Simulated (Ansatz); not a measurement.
AlH2BrF2: single-point calculation

- system: AlH2BrF2
- method: RKS PBE0-D4/def2-TZVPP (Ansatz 0.2.0)

The geometry is the product side of a reaction. The reaction was set up to form Al1–H6 and Br2–H5 and to break Al1–Br2 and H5–H6 (atoms counted from 1 in the order of the input); sticks are drawn by distance alone. The geometry comes from this level: PBE0-D4/def2-TZVP.

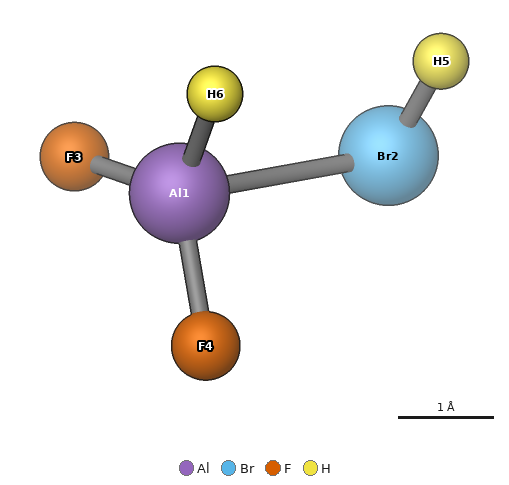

Figure 1. The structure (ball-and-stick view, seen at a tilt; atoms are numbered from 1 in the order of the input). Sticks mark near contacts. Bond lengths as drawn: Al–Br 2.75 Å, Al–F 1.65 Å, Al–H 1.57 Å and Br–H 1.43 Å.

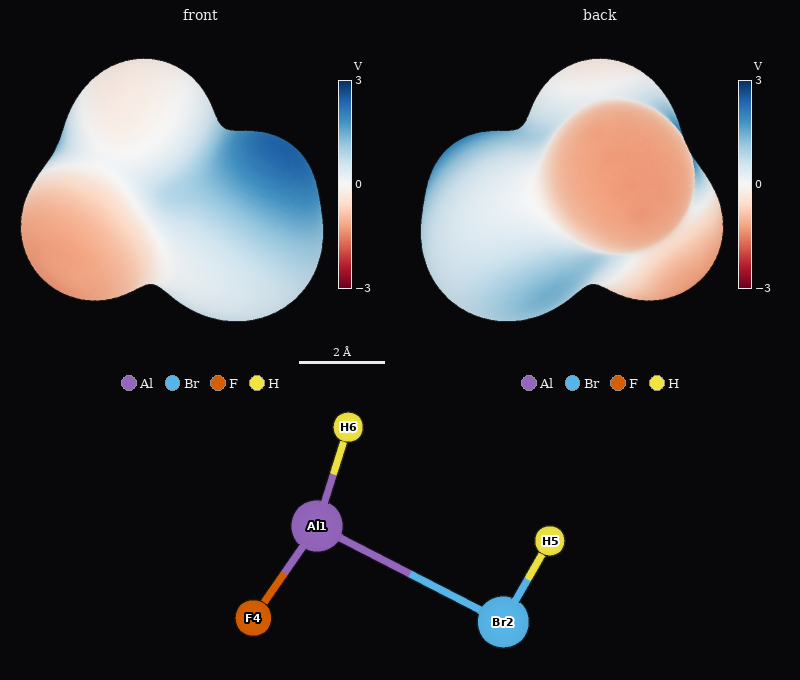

Figure 2. The electrostatic potential painted on the density surface at 0.001 e/bohr³, seen at a tilt and from behind; red is negative and blue positive. The bare structure is drawn below in the same view.

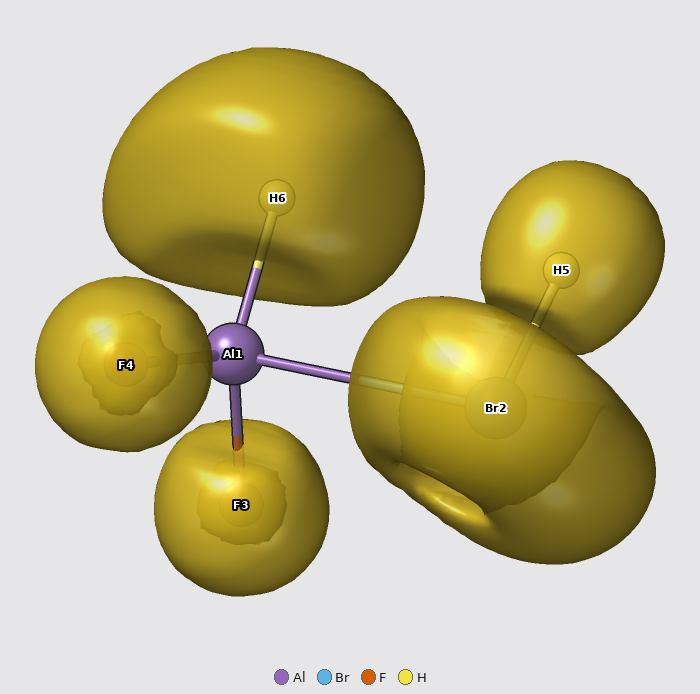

Figure 3. Isosurface of the ELF at 0.75 (yellow), seen at a tilt. Core shells and regions of very low density are left out. Along the contacts the grid gives the following. Al–F (1.65 Å): the ELF peaks at about 0.90 in the valence shell of F, 0.6 Å from its nucleus, and is about 0.40 at the midpoint.

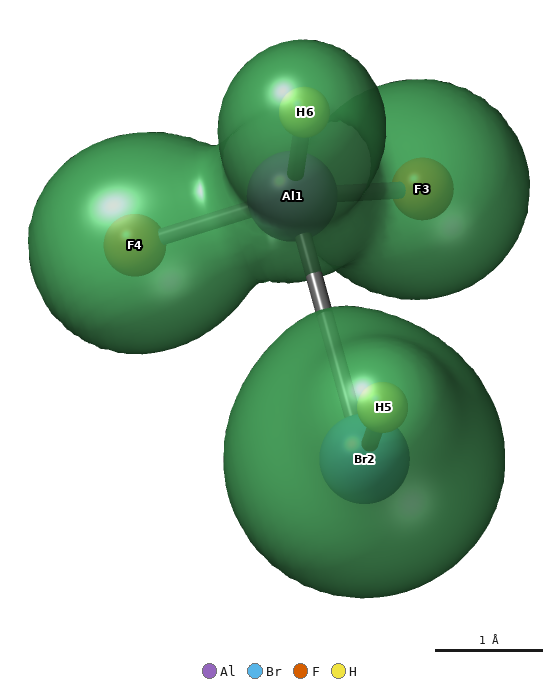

Figure 4. Isosurface of the total electron density at 0.2 e/Å³ (green), seen at an oblique angle. At this value the surface falls into two separate pieces. It is pinched off along the Al–Br (2.75 Å) contacts. On the grid the lowest density along these lines, outside the cores, is 0.77 e/Å³ (Al–F, 1.65 Å), 0.15 e/Å³ (Al–Br, 2.75 Å), 1.4 e/Å³ (Br–H, 1.43 Å) and 0.57 e/Å³ (Al–H, 1.57 Å).

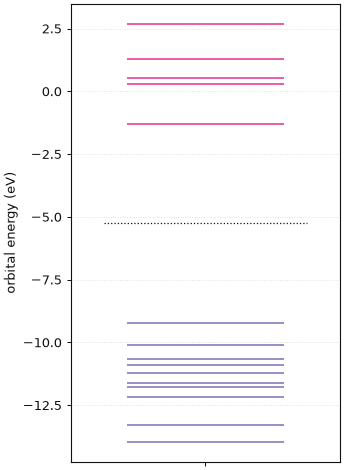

Figure 5. Orbital energies near the frontier; the dotted line parts filled from empty levels, and levels within 0.02 eV of each other stand side by side. Highest filled −9.22 eV, lowest empty −1.29 eV, 7.93 eV apart.

The input that produced these results follows, with the program's output.

## Input
```yaml
crystal:
  periodic: [false, false, false]
  atoms:
    - {symbol: Al, position_ang: [-0.843442, -0.191906, 0.106413]}
    - {symbol: Br, position_ang: [1.898682, -0.222229, -0.023063]}
    - {symbol: F, position_ang: [-1.063074, -1.440815, -0.948426]}
    - {symbol: F, position_ang: [-0.927744, -0.560099, 1.712035]}
    - {symbol: H, position_ang: [1.979559, 1.127358, -0.473775]}
    - {symbol: H, position_ang: [-1.043982, 1.287692, -0.373184]}
basis:
  gaussian: {orbitals: def2-TZVPP}
hamiltonian: {xc: pbe0, dispersion: d4}
output: {orbitals: {seedname: orbitals}}
```

Launched with:
```bash
ansatz run in.yaml --threads 4 --pin off --events-out ev --progress --plain --max-ram 9574MiB
```

## What the program printed
```
Functional definition: PBE0
  name "PBE0"
  cite "Adamo & Barone, J. Chem. Phys. 110, 6158 (1999) doi:10.1063/1.478522"
  cite "Perdew, Burke & Ernzerhof, Phys. Rev. Lett. 77, 3865 (1996) doi:10.1103/PhysRevLett.77.3865"
  parent pbe
  parameter a = 0.25
  parameter kappa = 0.804
  parameter beta = 0.06672455060314922
  exchange = (1 - a)*pbe_x(kappa = kappa, mu = beta*pi^2/3) + a*exact_x
  correlation = pbe_c(beta = beta)
1143 factors; their error is unknown
mean field evaluation 1: about -82095.6122 eV, gradient 5.3e1 eV
mean field evaluation 2: about -82088.4504 eV, gradient 9.0e1 eV
mean field evaluation 4: about -82099.6569 eV, gradient 1.1e0 eV
mean field evaluation 8: about -82100.1223 eV, gradient 5.9e-2 eV
mean field evaluation 16: about -82100.1223 eV, gradient 1.4e-5 eV
mean field -82100.12229576 eV, -3017.1238449075 hartree, gradient 1.4e-5 eV, S^2 0.000000; 0 other end points of the search recorded, 0 dependent functions left out
reference -82100.12232592 eV, -3017.1238460161 hartree; 34, 34 occupied and 146, 146 virtual orbitals, 1143 factors
Total energy: -82100.21408103 eV, -3017.1272179540 hartree
```

## Key numbers

- outcome: converged
- total energy: −82100.2141 eV
- mean-field energy: −82100.1223 eV
- dispersion energy: −0.0918 eV
- SCF solution under orbital rotations: stable
- HOMO: −9.22 eV
- LUMO: −1.29 eV
- hardware: 4 threads of Arm Neoverse N1, 23 GiB of memory available, shared host
- wall time: 2.8 s (CPU time 10 s)
- peak memory: 0.43 GiB
